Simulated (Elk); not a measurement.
Band structure of Mg6NbZn (Amm2, 8 atoms in the cell).

```
Mg6NbZn
1.0
    4.90911     0.00000     0.00000
    0.00000     3.04662     5.43663
    0.00000    -3.04662     5.43663
Mg Nb Zn
6 1 1
Direct
  0.50000   0.67183   0.16679
  0.50000   0.16679   0.67183
  0.00000   0.83029   0.34263
  0.00000   0.34263   0.83029
  0.00000   0.32782   0.32782
  0.00000   0.82557   0.82557
  0.50000   0.66991   0.66991
  0.50000   0.16516   0.16516
```

Method: LDA (PW92), all-electron FP-LAPW, Elk's shipped species files, default APW+lo basis (Elk).

Settings: xctype = 3; rgkmax = 7; stype = 0; swidth = 0.00183747 Ha; ngridk = 3 3 3.

The starting cell comes from a database of computed structures (which also holds hypothetical and non-ambient phases and stackings), without a prior relaxation at this level. Spin polarisation is off. Values depend on the basis (sphere radii, cutoffs, local orbitals), which need not be converged.

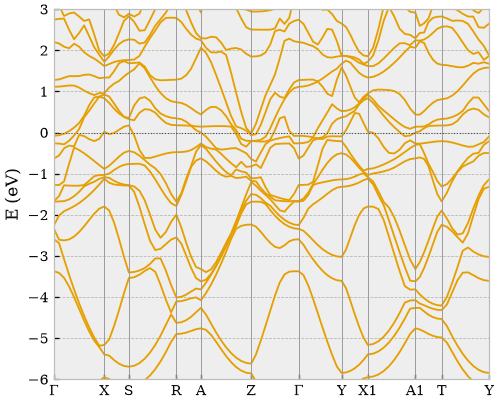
Bands along the path, energies from the Fermi level.

Levels in eV from the Fermi level, bands 42 to 49:
```csv
point,42,43,44,45,46,47,48,49
Γ,-1.68,-1.66,-1.27,-0.63,-0.26,-0.08,1.11,1.28
X,-1.08,-1.03,-0.88,0.02,0.84,0.92,0.95,1.34
S,-1.28,-0.76,-0.45,0.17,0.32,0.35,1.45,1.68
R,-1.99,-1.79,-1.68,-0.48,0.18,0.35,0.74,1.29
A,-3.32,-0.63,-0.30,-0.27,0.00,0.14,0.44,2.06
Z,-1.20,-1.18,-1.11,-0.82,-0.65,-0.20,-0.20,-0.06
Y,-1.14,-0.50,-0.21,-0.09,0.37,0.52,1.58,1.67
X1,-1.08,-1.03,-0.88,0.02,0.84,0.92,0.95,1.34
A1,-3.32,-0.63,-0.30,-0.27,0.00,0.14,0.44,2.06
T,-1.90,-1.67,-1.31,-0.21,0.17,0.33,0.81,1.65
```

Bands cross the Fermi level along this path, so the cell is metallic at this level.
